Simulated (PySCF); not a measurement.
# SiH3F (SMILES F[SiH3]): MP2/STO-3G

What is the vertical singlet–triplet gap of SiH3F at MP2/STO-3G? Input form: a Python script.

Program for the calculation: PySCF 2.14.0.

9 further runs of the same task are left out: 3 that didn't finish, 6 set aside as unsound or not needed.

### Step 1. The molecule

SiH3F has 5 atoms, charge 0, and is taken as a singlet. As SMILES, `F[SiH3]`. The coordinates come from a PBE0-D4/def2-TZVP relaxation.

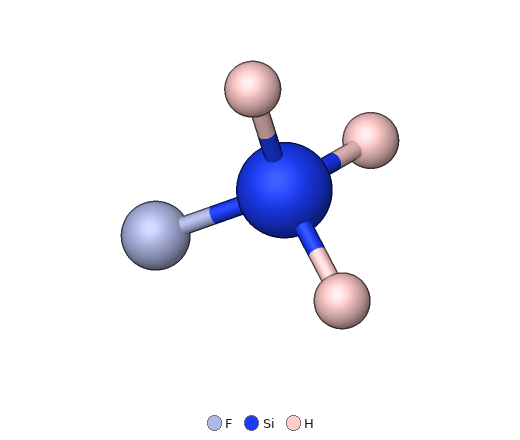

Viewed from a chosen angle; fluorine light blue, silicon blue, hydrogen pink.

### Step 2. A single-point energy at MP2/STO-3G

The input, input.xyz:

```xyz
5
FH3Si
F     -1.274600     0.162800     0.858000
Si     0.043300    -0.019300    -0.030700
H     -0.367800    -0.192600    -1.443700
H      0.768600    -1.217900     0.451600
H      0.880500     1.193400     0.123400
```

The input, calc.py:

```python
from pyscf import gto, mp

system = gto.M(
    atom='input.xyz',
    verbose=3,
    basis='sto-3g',
    max_memory=1860,
)

mf = system.RHF()
mf.conv_tol = 1e-10
mf.kernel()
if not mf.converged:
    mf = mf.newton().run(mf.mo_coeff, mf.mo_occ)

pt = mp.MP2(mf, frozen=6).run()
e_tot = pt.e_tot
print('E = %.10f Eh' % e_tot)
```

On the command line:

```bash
OMP_NUM_THREADS=1 python calc.py
```

The log of the run:

```text
converged SCF energy = -385.385473818314
E(RMP2) = -385.441354993553  E_corr = -0.0558811752381757
E(SCS-RMP2) = -385.449067087001  E_corr = -0.0635932686862113
E = -385.4413549936 Eh
```

Run time: 1.1 s. Hardware: 1 thread of Arm Neoverse N1, shared host; peak memory 0.12 GiB.

### Step 3. The triplet, same level

The input, calc.py:

```python
from pyscf import gto, mp

mol = gto.Mole()
mol.atom = '''
F     -2.408645     0.307647     1.621385
Si     0.081825    -0.036472    -0.058015
H     -0.695041    -0.363961    -2.728198
H      1.452443    -2.301497     0.853400
H      1.663904     2.255199     0.233192
'''
mol.unit = 'bohr'
mol.charge = 0
mol.spin = 2
mol.basis = 'sto-3g'
mol.max_memory = 1860
mol.verbose = 3
mol.build()

mf = mol.UHF()
mf.conv_tol = 1e-10
mf.kernel()
if not mf.converged:
    mf = mf.newton().run(mf.mo_coeff, mf.mo_occ)

pt = mp.MP2(mf, frozen=6).run()
e_final = pt.e_tot
print('E = %.10f Eh' % e_final)
```

On the command line:

```bash
OMP_NUM_THREADS=1 python calc.py
```

The log of the run:

```text
WARN: HOMO 0.283843200872421 >= LUMO -0.376679997477025

WARN: HOMO 0.189722279997371 >= LUMO 0.0043484134893127

WARN: HOMO 0.113373958428876 >= LUMO 0.00665735958339952

converged SCF energy = -385.018797514338  <S^2> = 2.001639  2S+1 = 3.0010925
E(UMP2) = -385.056518022602  E_corr = -0.0377205082638167
E(SCS-UMP2) = -385.062888950287  E_corr = -0.0440914359488671
E = -385.0565180226 Eh
```

Run time: 1.1 s. Hardware: 1 thread of Arm Neoverse N1, shared host; peak memory 0.12 GiB.

### Step 4. Outcome

Level: MP2/STO-3G, 6 core orbitals frozen.

| quantity | value |
| --- | --- |
| singlet: total energy | -385.44135 Eh |
| singlet: dipole moment (Hartree–Fock density) | 1.04 D |
| singlet: HOMO energy (Hartree–Fock orbitals) | -10.43 eV |
| singlet: LUMO energy (Hartree–Fock orbitals) | 13.48 eV |
| singlet: HOMO–LUMO gap (Hartree–Fock orbitals) | 23.91 eV |
| singlet: correlation energy (6 core orbitals frozen) | -55.9 mEh |
| triplet: total energy | -385.05652 Eh |
| triplet: dipole moment (Hartree–Fock density) | 2.18 D |
| triplet: HOMO energy (Hartree–Fock orbitals) (highest over α and β) | 0.95 eV |
| triplet: LUMO energy (Hartree–Fock orbitals) (lowest over α and β) | 5.10 eV |
| triplet: correlation energy (6 core orbitals frozen) | -37.7 mEh |
| triplet: ⟨S²⟩ of the reference determinant | 2.002 |
| vertical energy of the triplet above the singlet | 10.472 eV |

In words: At this shape the triplet lies 10.47 eV (1010 kJ/mol) above the singlet. In a minimal basis such a difference can be off by several eV, whatever the method. Mulliken charges (singlet) of the mean-field density run from -0.33 on F1 to +0.82 on Si2. Mulliken charges (triplet) of the mean-field density run from -0.19 on H5 to +0.39 on Si2.
